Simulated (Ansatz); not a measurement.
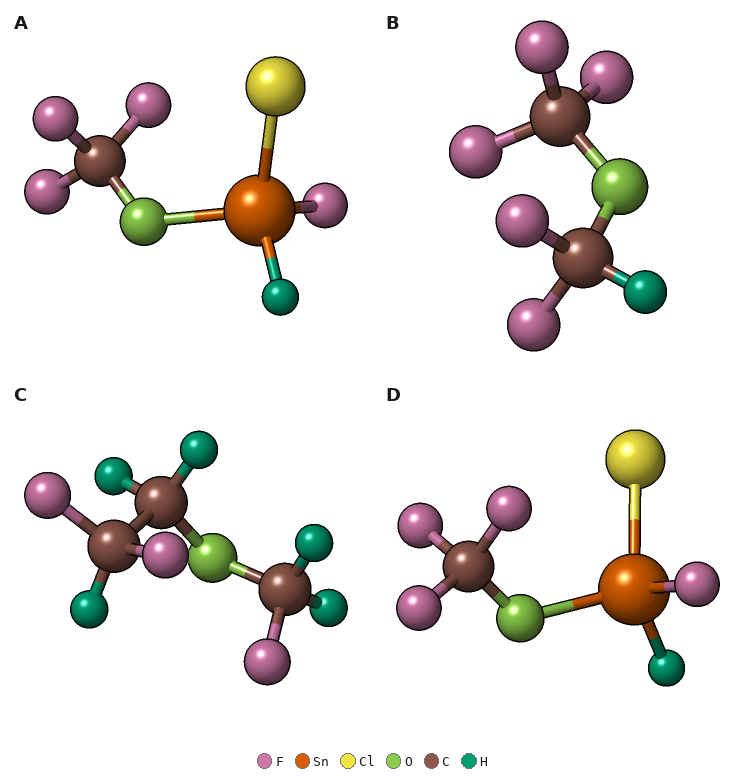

Simulated data, not a measurement (program: Ansatz).

```xyz
9
charge 0, multiplicity 1
F    -2.5060   -0.1425    0.3519
Sn   -1.0354   -0.9226   -0.5533
Cl   -0.2234   -2.5747    0.7942
O     0.2992    0.5162   -0.7196
C     1.0284    0.9886    0.2837
F     2.2001    0.3518    0.3946
F     0.4030    0.8597    1.4712
F     1.2884    2.2790    0.1022
H    -1.4544   -1.3555   -2.1248
```

> Which picture belongs to the input above?

D. The file holds CHClF4OSn, `[F][Sn@H]([Cl])[O]C(F)(F)F`.
